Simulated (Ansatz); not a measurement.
GaH4NO2

The calculation's input:

```
crystal:
  periodic: [false, false, false]
  atoms:
    - { symbol: Ga, position_ang: [0.0, 0.0, 0.0] }
    - { symbol: O, position_ang: [0.0, 0.0, 1.79] }
    - { symbol: H, position_ang: [-0.9095, -0.2814, 2.1271] }
    - { symbol: O, position_ang: [1.5501, 0.0, -0.895] }
    - { symbol: H, position_ang: [1.85, -0.9519, -1.0499] }
    - { symbol: "N", position_ang: [-1.6714, 0.0, -0.965] }
    - { symbol: H, position_ang: [-2.3403, -0.8164, -0.8664] }
    - { symbol: H, position_ang: [-1.9204, 0.8164, -1.5936] }
basis:
  gaussian: { orbitals: def2-SVP }
hamiltonian:
  xc: pbe
relax:
  f_tol: 0.02
  max_steps: 40
output:
  orbitals: {}
```

Command:

```sh
ansatz run input.yaml --threads 1 --pin off --max-ram 2048MiB --backend cpu --events-out ev --progress --plain --runs-dir out
```

The fields are those of the run's last geometry, not of the input's.

Theory: RKS PBE/def2-SVP (Ansatz 0.2.0).

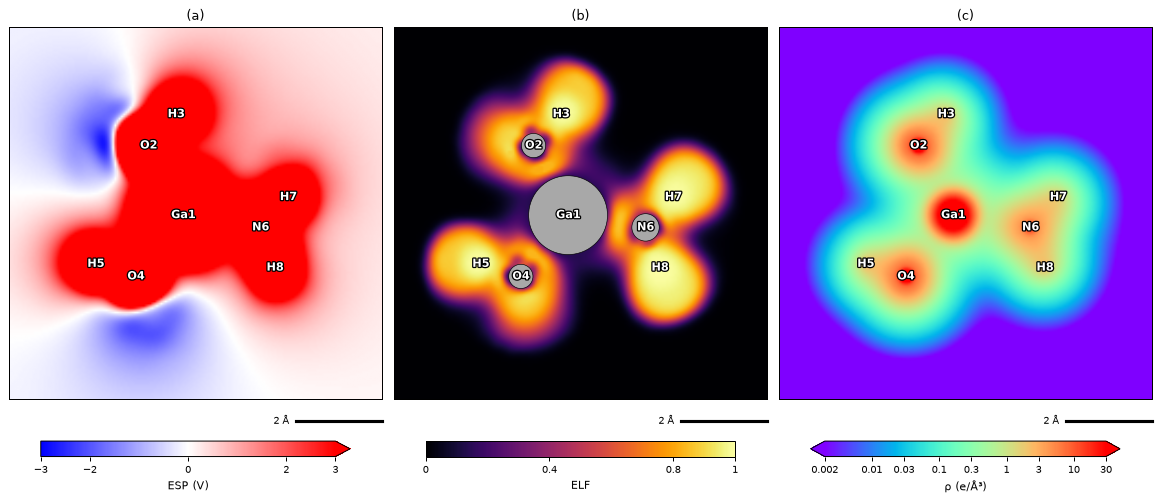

Figure 1. (a) molecular electrostatic potential; (b) ELF; (c) electron density on the plane of atoms Ga1, O4 and H5. Grey discs cover the atomic cores in the ELF map.

Read the bonding off the picture.

Answer. The section cuts through Ga, O, H and N sites. Ga–O (1.80 Å): the density is about 0.85 e/Å³ at the midpoint; the ELF peaks at about 0.85 in the valence shell of O, 0.6 Å from its nucleus, and is about 0.20 at the midpoint. Ga–N (1.83 Å): the density is about 0.9 e/Å³ at the midpoint; the ELF peaks at about 0.85 in the valence shell of N, 0.6 Å from its nucleus, and is about 0.35 at the midpoint. O–H (0.97 Å): ρ at the midpoint is about 3.6 e/Å³; the ELF climbs to about 1 towards the hydrogen, as it does in any bond to H (an ordinary covalent bond to hydrogen). N–H (1.02 Å): ρ at the midpoint is about 2.7 e/Å³; the ELF climbs to about 1 towards the hydrogen; a covalent bond by its length. The ELF also peaks beside O4 and O2, away from the bonds: lone-pair regions. Outside the dense part of the molecule the potential is most negative (−2.7 V) near O2.

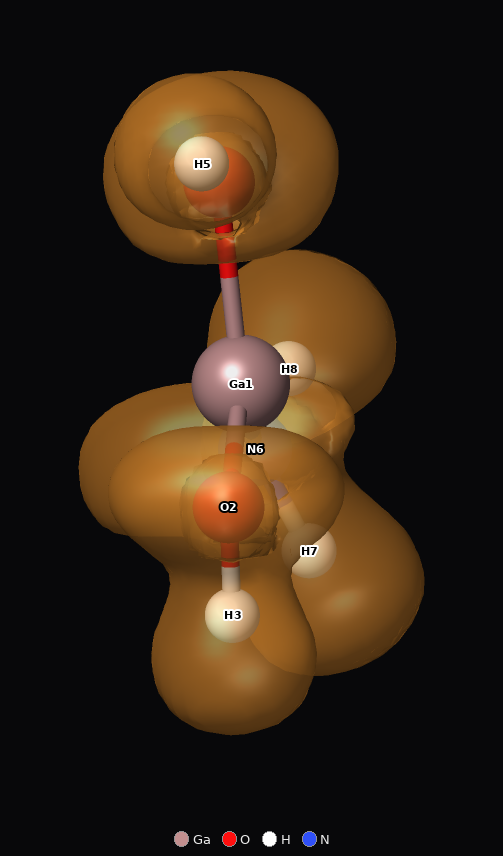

Figure 2. Isosurface of the electron localisation function at 0.75 (orange), seen at an oblique angle. Core shells and regions of very low density are left out.

Describe the localisation domains.

Answer. At this value the surface marks out one joined region spread over several atoms (H, N), in which their bonds and any lone pairs are merged and two joined regions spread over several atoms (H, O), in which their bonds and any lone pairs are merged.

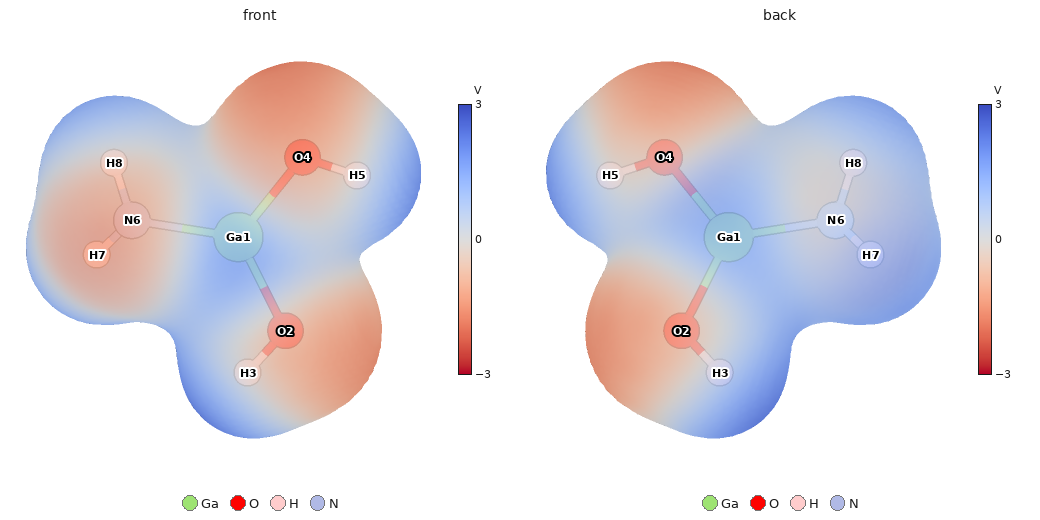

Figure 3. The electrostatic potential painted on the density surface at 0.002 e/bohr³, seen from the front and from behind; red is negative and blue positive.

Describe the electrostatic potential map.

Answer. The most negative region (about −1.8 V) lies over O4, the most positive (about +2.2 V) over H3. O4 is the likeliest acceptor of a hydrogen bond.
